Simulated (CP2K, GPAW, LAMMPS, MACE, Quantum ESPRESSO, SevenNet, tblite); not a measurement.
**Cd in place of Zn in glassy 45P2O5-55ZnO (mol %) (85 atoms): do the methods agree on the site?**

Aim: compare the energies of Cd in place of Zn at unlike sites of glassy 45P2O5-55ZnO (mol %) (85 atoms), with plane waves as the reference.

Results are calculated, not measured.

## (1) The cell

The cell holds 85 atoms (18 P, 11 Zn and 56 O), with edges of 10.58, 10.58 and 10.58 Å. Recipe: 85 atoms (18 P, 11 Zn, 56 O) placed at random at 3.06 g/cm³, melted at 4000 K for 10 ps at fixed volume with the Morse and Coulomb pair potential with partial charges (Pedone, Malavasi, Menziani, Cormack and Segre, J. Phys. Chem. B 110, 11780 (2006)). Quenched from 4000 K to 300 K at 500 K/ps and fixed volume, held 10 ps at zero pressure, then minimised at fixed cell. Then the atoms were relaxed with MACE MP-0b3 medium in the fixed cell.

## (2) The reference input

Quantum ESPRESSO 7.5: Kohn-Sham DFT, PBE, SSSP efficiency 1.3.0 pseudopotentials, plane waves. Its input, pw.in, for the unchanged cell:

```
&control
  calculation = 'scf'
  pseudo_dir = './pseudo'
  outdir = './tmp'
  disk_io = 'none'
  tprnfor = .true.
  tstress = .true.
/
&system
  ibrav = 0
  nat = 85
  ntyp = 3
  ecutwfc = 60
  ecutrho = 480
  nosym = .true.
  occupations = 'smearing'
  smearing = 'fd'
  degauss = 0.003675
/
&electrons
  conv_thr = 4.3e-07
  electron_maxstep = 100
  mixing_beta = 0.4
  mixing_mode = 'plain'
  diagonalization = 'david'
/
ATOMIC_SPECIES
P 30.974 P.upf
Zn 65.380 Zn.upf
O 15.999 O.upf
CELL_PARAMETERS angstrom
10.57997 0.00000 0.00000
0.00000 10.57997 0.00000
0.00000 0.00000 10.57997
ATOMIC_POSITIONS crystal
P 0.24124 0.19738 0.75012
P 0.44284 0.77003 0.08636
P 0.87690 0.17715 0.89874
P 0.92041 0.57115 0.55481
[... 79 atom lines left out ...]
O 0.18151 0.26239 0.86447
O 0.40070 0.87277 0.48134
K_POINTS gamma
```

```console
$ OMP_NUM_THREADS=1 mpirun -np 2 pw.x -in pw.in > output.txt
```

Wall time 7.5 min (2 MPI ranks of Arm Neoverse V1, shared host); peak memory 3.5 GiB.

It converged with an r.m.s. force component of 0.17 eV/Å and a pressure of -0.29 GPa.

## (3) Programs and settings

The levels share the cells and solve them as single points, though not every level runs every cell. CPU time is summed over a level's finished runs, on a host shared with the other runs, so it is rough; the force column is the median over cells of the r.m.s. difference of force components from the reference.

| level | basis or training data | k-points | runs finished | CPU time | peak memory (GiB) | force difference (meV/Å) |
| --- | --- | --- | --- | --- | --- | --- |
| QE, PBE | plane waves, SSSP efficiency, 60/480 Ry | Γ | 4 of 4 | 62 min | 3.5 | reference |
| CP2K double zeta, PBE | DZVP-MOLOPT-SR, GTH-PBE potentials, 800 Ry | Γ | 3 of 3 | 20 min | 5.7 | 149 |
| GPAW dzp, PBE | dzp orbitals, PAW, h 0.18 Å | Γ | 3 of 3 | 8.7 min | 1.8 | 521 |
| tblite GFN1-xTB | tight binding with its own dispersion term | Γ | 3 of 3 | 14 s | 0.12 | 488 |
| MACE MP-0b3 medium | trained on PBE(+U) plane-wave data | - | 4 of 4 | 38 s | 1.0 | 168 |
| SevenNet l3i5 | trained on PBE(+U) plane-wave data | - | 4 of 4 | 49 s | 1.5 | 134 |

The reference's own r.m.s. force component runs from 166 to 169 meV/Å over these cells. MACE MP-0b3 medium relaxed the atoms, so in the cells that it relaxed its own forces are small, and its entry isn't an independent test there.

## (4) The sites

Each changed cell was relaxed with MACE MP-0b3 medium before the single points. Neighbours are the site's nearest atoms before the change.

| site | nearest atoms | their mean distance (Å) | atoms within 6 Å | largest move on relaxing (Å) | longest force left in the reference (eV/Å) |
| --- | --- | --- | --- | --- | --- |
| Zn28 | O4 | 2.06 | 58 | 0.44 | 0.79 |
| Zn19 | O4 | 2.02 | 61 | 1.45 | 0.78 |
| Zn22 | O5 | 2.06 | 65 | 0.40 | 0.81 |

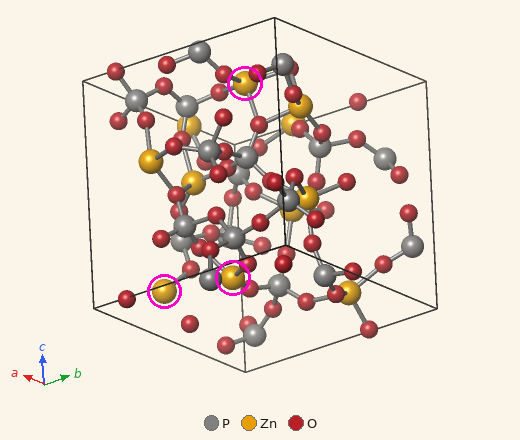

The unchanged cell with the tried sites ringed (phosphorus grey, zinc orange, oxygen red). Bonds to atoms that aren't drawn are left out. Some periodic images of atoms are drawn too.

## (5) Site energies

All changed cells hold the same atoms, so within one level their energies compare with no chemical potential. Energies in eV, less that of Zn28, the reference's cheapest site; the last column is the largest deviation from the reference once each row's mean is taken off.

| level | Zn28 | Zn19 | Zn22 | cheapest | largest deviation |
| --- | --- | --- | --- | --- | --- |
| QE, PBE | 0.00 | 0.03 | 0.33 | Zn28 | - |
| CP2K double zeta, PBE | 0.00 | -0.12 | 0.33 | Zn19 | 0.10 |
| GPAW dzp, PBE | 0.00 | -0.26 | 0.39 | Zn19 | 0.21 |
| tblite GFN1-xTB | 0.00 | 0.82 | 0.07 | Zn28 | 0.61 |
| MACE MP-0b3 medium | 0.00 | -0.04 | 0.31 | Zn19 | 0.04 |
| SevenNet l3i5 | 0.00 | 0.05 | 0.33 | Zn28 | 0.02 |

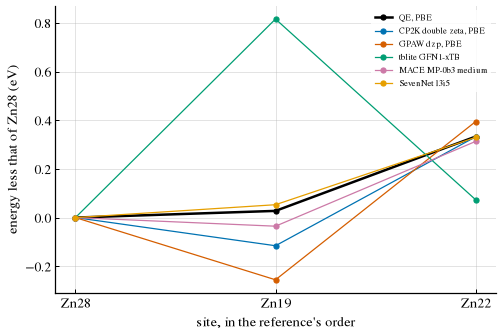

Site energies by level.

## (6) What came out

In the reference the cheapest site is Zn28 (O4) and the dearest Zn22 (O5), 0.33 eV higher. 2 of the 5 other levels pick the same cheapest site; CP2K double zeta, PBE picks Zn19, GPAW dzp, PBE picks Zn19 and MACE MP-0b3 medium picks Zn19. The two cheapest sites lie only 0.027 eV apart in the reference, so their order is fragile.

SevenNet l3i5 follows the reference most closely (0.02 eV at worst) and tblite GFN1-xTB least (0.61 eV). The other programs at PBE deviate by 0.21 eV at most, the learned potentials by 0.02 to 0.04 eV. The reference's gap of 3.30 eV in the unchanged cell becomes 3.14 eV (Zn28), 3.20 eV (Zn19) and 3.17 eV (Zn22).

Caveats: The geometries are those of MACE MP-0b3 medium; forces of up to 0.81 eV/Å remain in the reference, so relaxing in DFT would lower the energies, by amounts that can differ from site to site and can change the order. For MACE MP-0b3 medium alone these are relaxed energies. Defects interact with their periodic images. Atoms moved by over 1 Å in some relaxations, so part of the differences can come from the host's rearranging. Only 3 of the 11 Zn sites are compared. Learned potentials don't solve for electrons, so the charge or spin state of a defect can't be set in them. The quench rate of 500 K/ps is many orders above laboratory rates, so the cell is likely richer in defects and strain than a real sample. The reference samples only Γ, in a cell whose shortest periodic width is 11 Å. The reference isn't exact: its cutoffs and mesh weren't converged further here, and in our tests on small cells the SSSP efficiency potentials stood apart from two norm-conserving sets for C–F bonds most, for P–O and Y–O bonds less. Where levels are smeared, the DFT runs use Fermi–Dirac occupations at 580 K (0.05 eV), and energies are free energies.

[Logs are printed without paths, hosts, clocks, repeated set-up lines and the standing remarks that a program may print on its own settings, such as how far it seeks lower states.]

[Hosts, paths, dates, database ids (printed as entryN), source tags and the programs' standing remarks are cut or masked in the printed files.]
